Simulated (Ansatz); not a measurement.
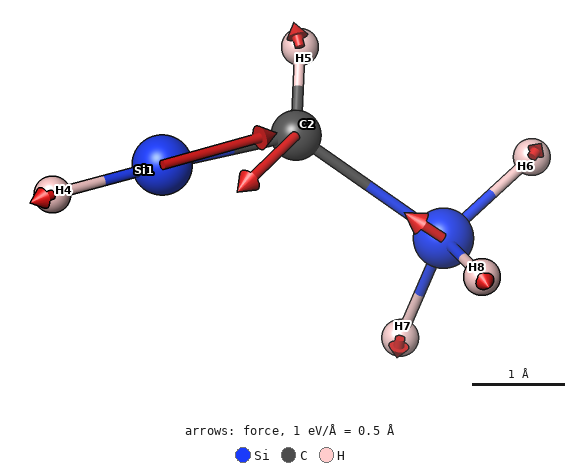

Starting geometry of CH$_{5}$Si$_{2}$ (charge +1) with the computed forces as red arrows. Style: ball-and-stick. Shown at a tilt.

The run prepares an end point of a later path (torsion) calculation, from a guessed geometry.

All numbers below come from Ansatz 0.2.0, RKS PBE0/def2-SVP. (no spin polarisation; force threshold 0.015 eV/Å; at most 40 steps)

What follows when this structure is relaxed?

Answer. It isn't relaxed: the largest force vector, on a Si atom, is 3.07 eV/Å. The final displacements have little in common with the starting forces (cosine between the two patterns 0.07). Over 20 accepted moves (22 points after the start) the energy falls by 1.186 eV. The largest force component goes from 2.8 to 0.011 eV/Å. The line search rejected the trial steps at points 17, 19 of the run. The largest move after the best rigid fit is that of an H atom, 1.44 Å. Largest moves by element: H 1.44 Å, Si 0.85 Å, C 0.54 Å. Near-neighbour distances that change, for instance: H–Si 3.709 → 1.607 Å, Si–Si 3.383 → 2.457 Å, H–Si 1.460 → 1.794 Å, C–Si 1.987 → 1.831 Å. New bonds form: H–Si (3.71 → 1.61 Å). Among the angles between lasting bonds that change: Si–C–Si 130.7° → 88.3°, C–Si–H 177.7° → 154.7°, Si–C–H 115.5° → 138.2°.
